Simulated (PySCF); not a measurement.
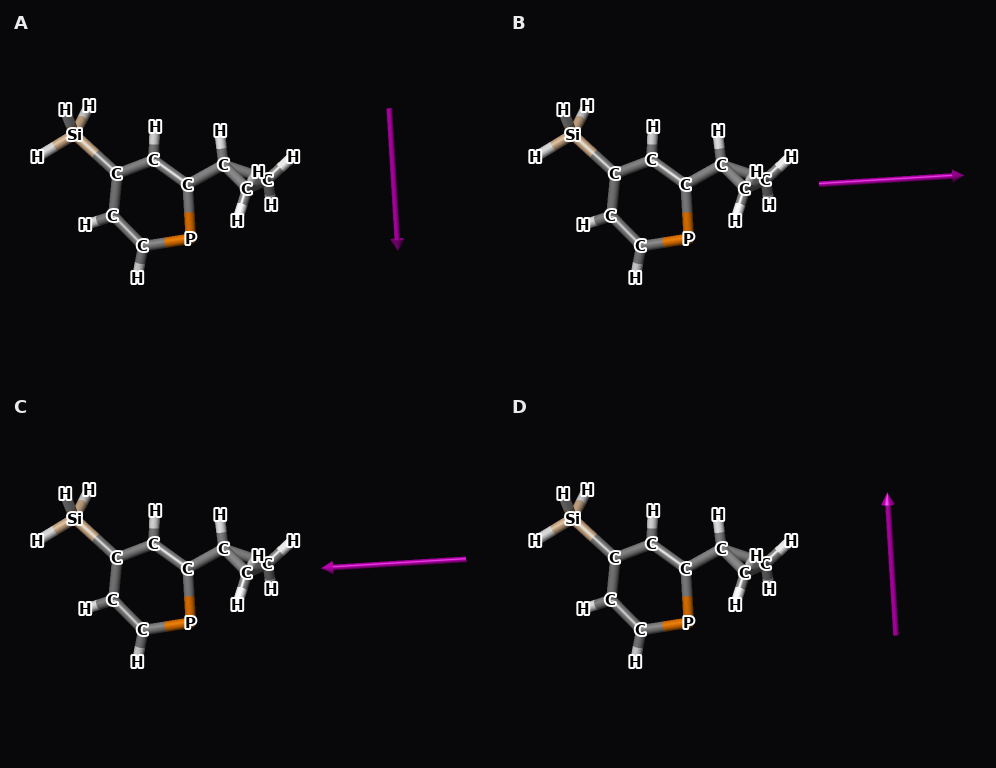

The same molecule four times, each with an arrow. Computed geometry: GFN2-xTB optimisation. No frequency run is at hand to confirm it as a minimum. Method: PBE0/pcSseg-1, gas phase (PySCF 2.14.0).

Which arrow points along the dipole moment, from the negative to the positive end?

Answer. D. The dipole moment is 0.94 D.

The geometry is semi-empirical. Around P, Si such bond lengths and angles can be off by a tenth of an ångström or more and by several degrees, and values that hang on the shape move with them.
